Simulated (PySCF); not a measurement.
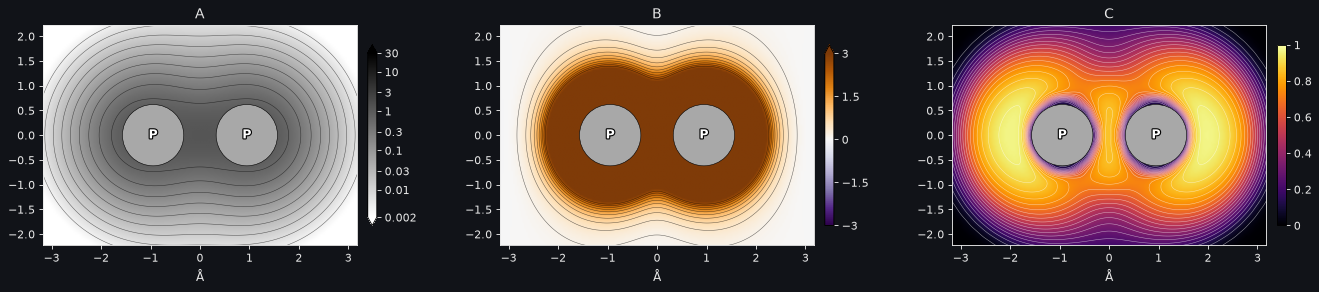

P2: 3 fields on a plane that holds the molecular axis, with unlabelled colour scales. Grey discs cover the atomic cores.

The calculation used PySCF 2.14.0, PBE0/6-31G(d,p), non-relativistic, at a bond length of 1.895 Å.

### Which field does each panel show? The fields are: electron density, electron localisation function and electrostatic potential.

Panel A: electron density. Panel B: electrostatic potential (strongly positive close to the atoms and fading to about zero outside). Panel C: electron localisation function. From the grid: P–P (1.89 Å): the density is about 1.2 e/Å³ at the midpoint; the ELF peaks at about 0.85 between the atoms; localised, covalent bonding.
